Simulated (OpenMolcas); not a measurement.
Single-point calculation of C2H3N (part 1 of 2)

The run: single-point calculation of C2H3N (isocyanomethane), SMILES [C-]#[N+]C. Method and program: CASSCF/ANO-R1, sfX2C (OpenMolcas 26.06).

The geometry comes from this level: PBE0-D4/def2-TZVP.

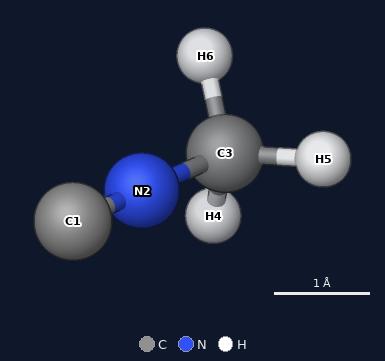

Fig. 1: The structure as given in the input (ball-and-stick view, seen at a tilt; atoms are numbered from 1 in the order of the input).

**Input file**
```
&GATEWAY
  Coord = mol.xyz
  Basis = ANO-R1
  Group = NoSym

&SEWARD

&RASSCF
  FileOrb = $CurrDir/step1.ScfOrb
  Spin = 1
  Nactel = 4 0 0
  Inactive = 9
  Ras2 = 4
  OrbListing = Nothing
  OrbAppear = Compact
```

**File mol.xyz**
```
6

C      0.799440    -1.723200     0.884040
N      0.355210    -0.765800     0.392860
C     -0.182520     0.393390    -0.201820
H     -1.130780     0.156250    -0.686030
H      0.510850     0.783150    -0.948300
H     -0.352210     1.156210     0.559240
```

Run as:
```bash
export MOLCAS_MEM=1860
pymolcas step2.input > step2.log
```

**Log**
```
--- Start Module: gateway ---

                                              &GATEWAY

                       available to each process: 1.9 GB of memory, 1 thread

++    Symmetry information:
      ---------------------

                    Character Table for C1

                             E
                    a        1  x, y, xy, Rz, z, xz, Ry, yz, Rx, I
--

++    Basis set information:
      ----------------------

      Basis set label: C.ANO-R...3S2P1D.

      Electronic valence basis set:
      ------------------
      Associated Effective Charge   6.000000 au
      Associated Actual Charge      6.000000 au
      Nuclear Model: Finite nucleus - Gaussian distribution
        Gaussian exponent, Xi/bohr**(-2):  6.80775E+08

      Shell  nPrim  nBasis  Cartesian Spherical Contaminant
         s      12       3        X
         p       7       2        X
         d       3       1                 X

      Basis set label: N.ANO-R...3S2P1D.

      Electronic valence basis set:
      ------------------
      Associated Effective Charge   7.000000 au
      Associated Actual Charge      7.000000 au
      Nuclear Model: Finite nucleus - Gaussian distribution
        Gaussian exponent, Xi/bohr**(-2):  6.28656E+08

      Shell  nPrim  nBasis  Cartesian Spherical Contaminant
         s      13       3        X
         p       8       2        X
         d       4       1                 X

      Basis set label: C.ANO-R...3S2P1D.

      Electronic valence basis set:
      ------------------
      Associated Effective Charge   6.000000 au
      Associated Actual Charge      6.000000 au
      Nuclear Model: Finite nucleus - Gaussian distribution
        Gaussian exponent, Xi/bohr**(-2):  6.80775E+08

      Shell  nPrim  nBasis  Cartesian Spherical Contaminant
         s      12       3        X
         p       7       2        X
         d       3       1                 X

      Basis set label: H.ANO-R...2S1P.

      Electronic valence basis set:
      ------------------
      Associated Effective Charge   1.000000 au
      Associated Actual Charge      1.000000 au
      Nuclear Model: Finite nucleus - Gaussian distribution
        Gaussian exponent, Xi/bohr**(-2):  2.12482E+09

      Shell  nPrim  nBasis  Cartesian Spherical Contaminant
         s       7       2        X
         p       4       1        X
--

++    Molecular structure info:
      -------------------------

                    ************************************************
                    **** Cartesian Coordinates / bohr, angstrom ****
                    ************************************************

     Center  Label                x              y              z                     x              y              z
        1      C1               1.510723      -3.256376       1.670593              0.799440      -1.723200       0.884040
        2      N2               0.671250      -1.447152       0.742398              0.355210      -0.765800       0.392860
        3      C3              -0.344913       0.743399      -0.381385             -0.182520       0.393390      -0.201820
        4      H4              -2.136865       0.295270      -1.296409             -1.130780       0.156250      -0.686030
        5      H5               0.965367       1.479939      -1.792027              0.510850       0.783150      -0.948300
        6      H6              -0.665580       2.184920       1.056810             -0.352210       1.156210       0.559240

                    ***************************************
                    *    InterNuclear Distances / bohr    *
                    ***************************************

               1 C1            2 N2            3 C3            4 H4            5 H5            6 H6
    1 C1       0.000000
    2 N2       2.199898        0.000000
    3 C3       4.863353        2.663454        0.000000
    4 H4       5.892553        3.883075        2.061354        0.000000
    5 H5       5.892354        3.882999        2.061367        3.357516        0.000000
    6 H6       5.892430        3.883030        2.061362        3.357543        3.357508        0.000000

                    *******************************************
                    *    InterNuclear Distances / angstrom    *
                    *******************************************

               1 C1            2 N2            3 C3            4 H4            5 H5            6 H6
    1 C1       0.000000
    2 N2       1.164136        0.000000
    3 C3       2.573575        1.409439        0.000000
    4 H4       3.118205        2.054835        1.090822        0.000000
    5 H5       3.118099        2.054794        1.090829        1.776721        0.000000
    6 H6       3.118140        2.054811        1.090826        1.776735        1.776717        0.000000

                    **************************************
                    *    Valence Bond Angles / degree    *
                    **************************************
                          Atom centers                 Phi
                      1 C1       2 N2       3 C3       180.00
                      2 N2       3 C3       4 H4       109.89
                      2 N2       3 C3       5 H5       109.88
                      2 N2       3 C3       6 H6       109.88
                      4 H4       3 C3       5 H5       109.05
                      4 H4       3 C3       6 H6       109.06
                      5 H5       3 C3       6 H6       109.05

           ***************************************************************
           *              Valence Dihedral Angles / degree               *
           ***************************************************************
                    Atom centers                       Phi1     Phi2     Theta
           1 C1       2 N2       3 C3       4 H4        180.00   109.89   159.36
           1 C1       2 N2       3 C3       5 H5        180.00   109.88    39.36
           1 C1       2 N2       3 C3       6 H6        180.00   109.88   -80.64
--

            Nuclear Potential Energy             60.35159690 au

--- Stop Module: gateway /rc=_RC_ALL_IS_WELL_ ---

--- Start Module: seward ---

                                              &SEWARD

                       available to each process: 1.9 GB of memory, 1 thread

               SEWARD will generate:
                  Multipole Moment integrals up to order  2
                  Kinetic Energy integrals
                  Nuclear Attraction integrals (finite nuclei - Gaussian type)
                  One-Electron Hamiltonian integrals
                  Velocity integrals
                  Relativistic X2C integrals
                  Orbital angular momentum around (  0.5250  -1.1317   0.5806 )
                  Velocity quadrupole around (  0.5250  -1.1317   0.5806 )
                  Atomic mean-field integrals
                  Two-Electron Repulsion integrals

                   Integrals are discarded if absolute value <: 1.00E-14
                   Integral cutoff threshold is set to       <: 1.00E-16

            Nuclear Potential Energy             60.35159690 au

      Basis set specifications :
      Symmetry species         a
      Basis functions           57

--- Stop Module: seward /rc=_RC_ALL_IS_WELL_ ---
--- Module seward spent 2 seconds ---

--- Start Module: rasscf ---

                                              &RASSCF

                       available to each process: 1.9 GB of memory, 1 thread

      Header of the ONEINT file:
      --------------------------

      OrdInt status: non-squared

      Cartesian coordinates in angstrom:
      -----------------------------------------------------
      No.  Label        X            Y            Z
      -----------------------------------------------------
       1   C1         0.79944000  -1.72320000   0.88404000
       2   N2         0.35521000  -0.76580000   0.39286000
       3   C3        -0.18252000   0.39339000  -0.20182000
       4   H4        -1.13078000   0.15625000  -0.68603000
       5   H5         0.51085000   0.78315000  -0.94830000
       6   H6        -0.35221000   1.15621000   0.55924000
      -----------------------------------------------------
      Nuclear repulsion energy =   60.35159690

++    Wave function specifications:
      -----------------------------

      Number of closed shell electrons          18
      Number of electrons in active shells       4
      Max number of holes in RAS1 space          0
      Max nr of electrons in RAS3 space          0
      Number of inactive orbitals                9
      Number of active orbitals                  4
      Number of secondary orbitals              44
      Spin quantum number                      0.0
      State symmetry                             1
--

++    Orbital specifications:
      -----------------------

      Symmetry species                           1
                                                 a
      Frozen orbitals                            0
      Inactive orbitals                          9
      Active orbitals                            4
      RAS1 orbitals                              0
      RAS2 orbitals                              4
      RAS3 orbitals                              0
      Secondary orbitals                        44
      Deleted orbitals                           0
      Number of basis functions                 57
--

++    CI expansion specifications:
      ----------------------------

      Number of CSFs                            20
      Number of spin combinations               21
      Number of determinants                    36
      Number of root(s) required                 1
      Root chosen for geometry opt.              1
      CI root used                               1

      highest root included in the CI            1
      max. size of the explicit Hamiltonian     20
--

++    Optimization specifications:
      ----------------------------

      RASSCF algorithm: Conventional
      Maximum number of macro iterations       200
      Maximum number of SX iterations          100
      Threshold for RASSCF energy            1.000E-08
      Threshold for max MO rotation          1.000E-01
      Threshold for max BLB element          1.000E-04
      Level shift parameter                  5.000E-01
      Make Quasi-Newton update
--

      The MO-coefficients are taken from the file:
      step1.ScfOrb
      Title: SCF orbitals

      Total molecular charge    0.00

      ************************************************************************************************************************
      *                                            Wave function control section                                             *
      ************************************************************************************************************************

                                         RASSCF iterations: Energy and convergence statistics
                                         ----------------------------------------------------
```
